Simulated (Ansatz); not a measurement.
# CH3ClGaO: atomisation energy

The task is an atomisation energy, for CH3ClGaO.

Program: the Python package of Ansatz 0.2.0. Level of theory: r2SCAN0/def2-SVPD. These are calculated values, not measurements.

## 1. The system

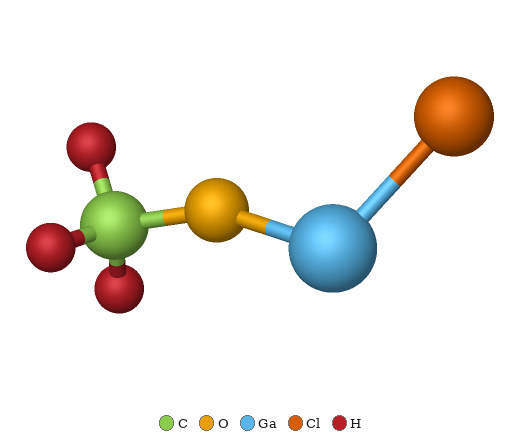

The starting structure, viewed from a chosen angle; carbon green, oxygen amber, gallium blue, chlorine orange, hydrogen red.

The script holds or builds the structure itself.

## 2. The script

File tae.py:

```python
"""Energy to split CH3ClGaO into its atoms."""

from collections import Counter

import ansatz as az

SETTINGS = {
    "basis": "def2-SVPD",
    "functional": "r2scan0",
}


def single_point(molecule, charge=0, unpaired=0):
    calc = molecule.calculation().basis(gaussian=SETTINGS["basis"]).functional(SETTINGS["functional"])
    if charge:
        calc = calc.charge(charge)
    if unpaired:
        calc = calc.spin("collinear", total=unpaired)
    report = calc.run().report
    if report["published_state_doubts"]:
        print("  doubts:", report["published_state_doubts"])
    return report["free_energy_ev"]

GEOMETRY = """
C     1.11405    0.18372   -0.01444
O    -0.26632   -0.05673   -0.01376
Ga   -1.77774   -0.88241   -0.48662
Cl   -3.50895   -0.03519    0.52354
H     1.48065    0.38333   -1.02417
H     1.29807    1.06834    0.60353
H     1.66025   -0.66106    0.41192
"""


def main() -> None:
    system = az.Crystal.molecule()
    for line in GEOMETRY.strip().splitlines():
        symbol, *xyz = line.split()
        system = system.atom(symbol, [float(v) for v in xyz])

    # unpaired electrons of the ground-state atoms
    unpaired = {"C": 2, "O": 2, "Ga": 1, "Cl": 1, "H": 1}
    counts = Counter(site.symbol for site in system.cartesian_sites)
    atom_energy = {s: single_point(az.Crystal.molecule().atom(s, (0, 0, 0)), 0, unpaired[s]) for s in counts}
    whole = single_point(system, 0, 1)
    for s, e in atom_energy.items():
        print(f"{s:2s} x{counts[s]}  {e:14.5f} eV")
    print(f"CH3ClGaO: {whole:.5f} eV")
    split = sum(counts[s] * e for s, e in atom_energy.items()) - whole
    print(f"atomisation energy (no zero-point term): {96.485332 * split:.1f} kJ/mol, {split / sum(counts.values()):.3f} eV an atom")


if __name__ == "__main__":
    main()
```

## 3. What the engine is handed

The package turns the script's settings into the engine's input (first run):

```yaml
crystal:
  periodic: [false, false, false]
  atoms:
    - { symbol: C, position_ang: [0.0, 0.0, 0.0] }
basis:
  gaussian:
    orbitals: def2-SVPD
hamiltonian:
  xc: r2scan0
magnetization:
  spin_polarized: true
  initial_magnetization: 2.0
```

## 4. The run

Run with:

```bash
python tae.py
```

The program printed:

```text
C  x1     -1028.29590 eV
O  x1     -2039.97184 eV
Ga x1    -52368.90604 eV
Cl x1    -12516.33324 eV
H  x3       -13.58464 eV
CH3ClGaO: -68017.99503 eV
atomisation energy (no zero-point term): 2290.0 kJ/mol, 3.391 eV an atom
```

Run time: 12 s. Hardware: 1 thread of Intel Xeon 6975P-C (Granite Rapids), shared host; peak memory 0.55 GiB.

## 5. Inputs of later runs

The engine's inputs for some of the other runs:

Run 4, against run 1:

```diff
@@ -4 +4 @@
-    - { symbol: C, position_ang: [0.0, 0.0, 0.0] }
+    - { symbol: Cl, position_ang: [0.0, 0.0, 0.0] }
@@ -12 +12 @@
-  initial_magnetization: 2.0
+  initial_magnetization: 1.0
```

Run 5, against run 1:

```diff
@@ -4 +4 @@
-    - { symbol: C, position_ang: [0.0, 0.0, 0.0] }
+    - { symbol: H, position_ang: [0.0, 0.0, 0.0] }
@@ -12 +12 @@
-  initial_magnetization: 2.0
+  initial_magnetization: 1.0
```

Run 6, against run 1:

```diff
@@ -4 +4,7 @@
-    - { symbol: C, position_ang: [0.0, 0.0, 0.0] }
+    - { symbol: C, position_ang: [1.11405, 0.18372, -0.01444] }
+    - { symbol: O, position_ang: [-0.26632, -0.05673, -0.01376] }
+    - { symbol: Ga, position_ang: [-1.77774, -0.88241, -0.48662] }
+    - { symbol: Cl, position_ang: [-3.50895, -0.03519, 0.52354] }
+    - { symbol: H, position_ang: [1.48065, 0.38333, -1.02417] }
+    - { symbol: H, position_ang: [1.29807, 1.06834, 0.60353] }
+    - { symbol: H, position_ang: [1.66025, -0.66106, 0.41192] }
@@ -12 +18 @@
-  initial_magnetization: 2.0
+  initial_magnetization: 1.0
```

Lines on the test bed's own set-up are left out of the output.

## 6. The engine's runs

One row for each of the 6 runs:

| run | system | unpaired or total moment | energy (eV) | <S²> | SCF cycles | CPU time (s) |
| --- | --- | --- | --- | --- | --- | --- |
| 1 | C | 2 | -1028.2959 | 2.01 | 11 | 0.25 |
| 2 | O | 2 | -2039.9718 | 2.01 | 11 | 0.24 |
| 3 | Ga | 1 | -52368.9060 | 0.76 | 14 | 0.72 |
| 4 | Cl | 1 | -12516.3332 | 0.75 | 16 | 0.45 |
| 5 | H | 1 | -13.5846 | 0.75 | 7 | 0.12 |
| 6 | CH3ClGaO | 1 | -68017.9950 | 0.76 | 21 | 9.3 |

Totals carry meaning only in balanced differences at one level of theory.

## 7. Summary of results

```
                         quantity          value
atomisation energy, no zero point  2290.0 kJ/mol
                    runs compared              6
```

In words: Zero-point motion and spin-orbit terms of the atoms are left out, and both would lower it. 2290.0 kJ/mol from the electronic energies, without the zero-point term. Caveats:
- The geometry is a force-field or estimated start, not a minimum of this method, and the basis set is short of its limit. All parts are taken at fixed geometry, without zero-point energy.
- The species is open-shell (spin multiplicity 2).
